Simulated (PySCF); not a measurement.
**C₆H₉N: density, localisation and related maps**

The calculation's input:

```
{"job": {"kind": "nmr", "xc": "PBE0", "basis": "pcSseg-1"}, "charge": 0, "multiplicity": 1}
C     -2.195347     0.259431    -0.375576
C     -1.253693    -0.662525     0.404823
C      0.176184    -0.312012     0.167291
C      1.086863    -0.809292    -0.728866
C      2.288418    -0.092161    -0.557837
C      2.074337     0.823093     0.433764
N      0.791866     0.683992     0.864480
H     -1.993376     0.184772    -1.441353
H     -2.055996     1.295756    -0.074826
H     -3.232543    -0.015046    -0.196320
H     -1.423274    -1.695086     0.095636
H     -1.478334    -0.588007     1.472958
H      0.916510    -1.603755    -1.428799
H      3.199922    -0.239624    -1.102524
H      2.731704     1.554022     0.861647
H      0.359161     1.225385     1.594091
```

Launched as:

```sh
OMP_NUM_THREADS=1 python probes_run.py task.json out
```

Geometry: GFN2-xTB.

Level of theory: PBE0/pcSseg-1, SCF density, gas phase, non-relativistic (PySCF 2.14.0).

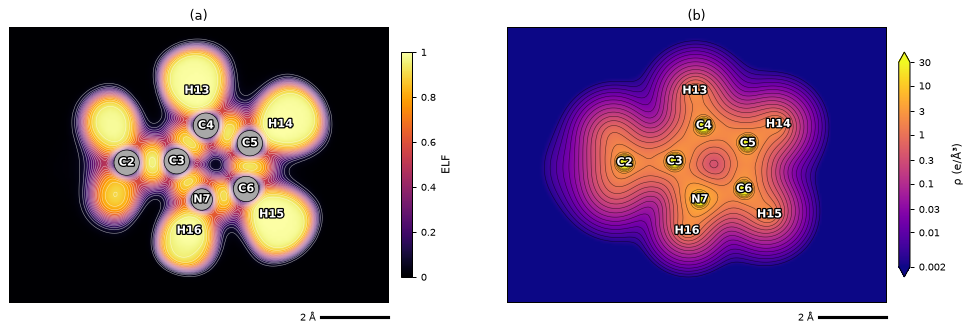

Figure 1. (a) electron localisation function; (b) total electron density on the plane of atoms C6, C5 and H14. Grey discs cover the atomic cores in the ELF map.

Describe what can be read from this map.

- The section cuts through C, N and H sites.
- C–N (1.36 Å): the density is about 2.3 e/Å³ at the midpoint; the ELF peaks at about 0.90 between the atoms: localised, covalent bonding.
- C–C (1.37 Å): ρ is about 2.2 e/Å³ halfway; the ELF peaks at about 0.95 between the atoms; a covalent bond.
- N–H (1.01 Å): ρ is about 2.9 e/Å³ halfway; the ELF climbs to about 1 towards the hydrogen, as it does in any bond to H; a covalent bond by its length.
- C–C (1.41 Å): ρ at the midpoint is about 2 e/Å³; the ELF peaks at about 0.95 between the atoms; a covalent bond.
- C–C (1.49 Å): the density is about 1.7 e/Å³ at the midpoint; the ELF peaks at about 0.95 between the atoms (a covalent bond).

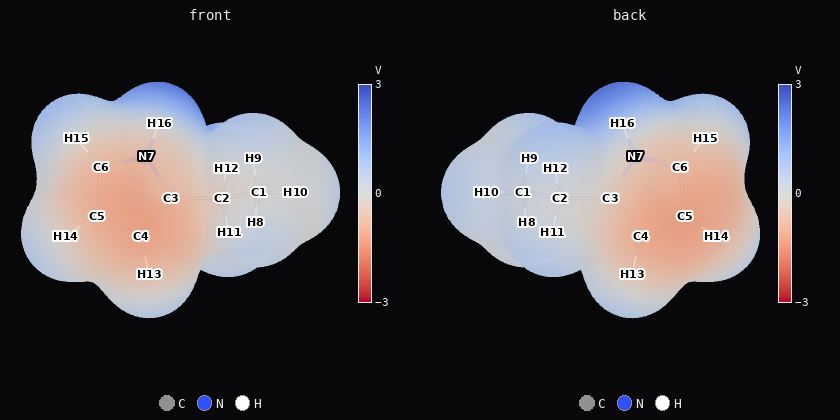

Figure 2. The molecular electrostatic potential painted on the density surface at 0.002 e/bohr³, seen from the front and from behind; red is negative and blue positive.

Which sites attract a positive test charge, and which a negative one?

A positive charge is drawn to the negative regions and a negative charge to the positive ones. The most negative region (about −1.2 V) lies over the π face of C4 and C5, the most positive (about +2.2 V) over H16.

How polar is the molecule by this calculation?

Its dipole moment is 1.99 D.
